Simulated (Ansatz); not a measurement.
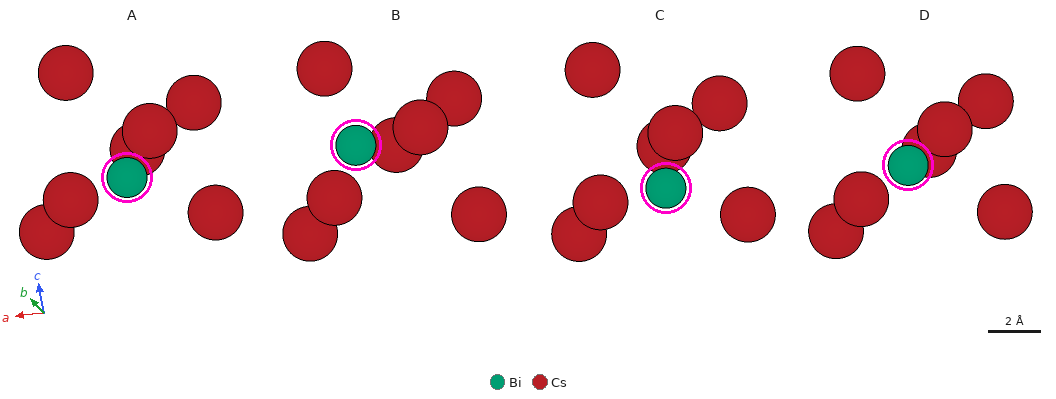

4 geometries from a converged minimum-energy path of a defect cell of composition Cs2Bi with a Bi vacancy (9 atoms in the cell), shuffled. Style: spheres-only. Shown: the atoms within 4.8 Å of the middle of the path, from a free direction. The moving atom is ringed, with any periodic copies.

The calculation used DFT, PAW plane waves, PBEsol in Ansatz 0.2.0. Settings: plane-wave cutoff 420 eV; k-point mesh 2 × 2 × 2; Fermi-Dirac smearing 0.05 eV; 3 movable images; climbing image; force threshold 0.05 eV/Å; iteration limit 40.

Which frame is the top of the path?

Answer. D. In order along the path, whose images run from 0 to 4: C (image 0, 0.000 eV), A (image 1, +0.054 eV), D (image 2, +0.102 eV), B (image 4, 0.000 eV). It is a vacancy jump: a nearby atom moves into the empty site and leaves its own site empty. A Bi atom travels furthest, 2.44 Å from end to end, along [1 1 1], on a path that bends up to 0.14 Å away from the straight line. At the highest image its nearest neighbour (Cs) is 3.89 Å away, against 3.86 Å at the start, and the surrounding atoms stand up to 0.22 Å off the mean of their end positions.

Limits of the set-up: the k-point mesh is coarse for a cell with partly filled bands; the periodic images lie only 7.2 Å apart, so the values are limited by the cell's size.

Cost: 71 s on 4 threads of Intel(R) Xeon(R) Platinum 8488C (Sapphire Rapids), on a shared host, peak memory 1.6 GiB.
